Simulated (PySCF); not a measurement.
The calculation's input:

```
{"job": {"kind": "nmr", "xc": "PBE0", "basis": "pcSseg-1"}, "charge": 0, "multiplicity": 1}
C     -1.832026     1.089405    -0.490717
N     -0.933241     0.064675    -0.022771
C     -1.342285    -1.269434    -0.391576
Si     0.678522     0.436628     0.376765
O      0.661154     1.965476     0.926223
C      2.246650    -0.226583    -0.467511
C      2.403213    -0.954491     0.634701
O      1.350453    -0.682843     1.483321
H     -1.470942     2.054090    -0.152627
H     -1.899175     1.096180    -1.583949
H     -2.830931     0.914572    -0.084160
H     -1.362643    -1.400125    -1.479562
H     -0.653477    -1.991267     0.037392
H     -2.345424    -1.461429    -0.002617
H      1.319891     2.223632     1.566171
H      2.866101    -0.186074    -1.340742
H      3.137161    -1.660383     0.981750
```

Run with:

```sh
OMP_NUM_THREADS=1 python probes_run.py task.json out
```

Geometry: GFN2-xTB.

Theory: PBE0/pcSseg-1, SCF density, gas phase, non-relativistic (PySCF 2.14.0).

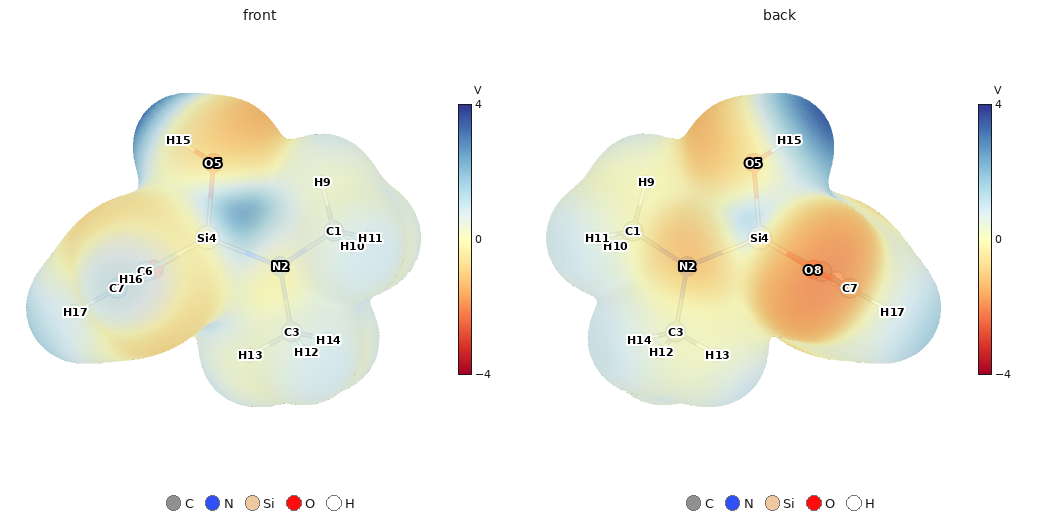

C4H9NO2Si. The electrostatic potential painted on the density surface at 0.004 e/bohr³, seen from the front and from behind; the colour scale runs from red (negative) to blue (positive).

### Which sites attract a positive test charge, and which a negative one?

A positive charge is drawn to the negative regions and a negative charge to the positive ones. The most negative region (about −1.9 V, or −44 kcal/mol for a unit charge) lies over O8, the most positive (about +3.3 V, or +76 kcal/mol for a unit charge) over H15. O8 is the likeliest acceptor of a hydrogen bond.

### How polar is the molecule by this calculation?

Its dipole moment is 0.81 D.
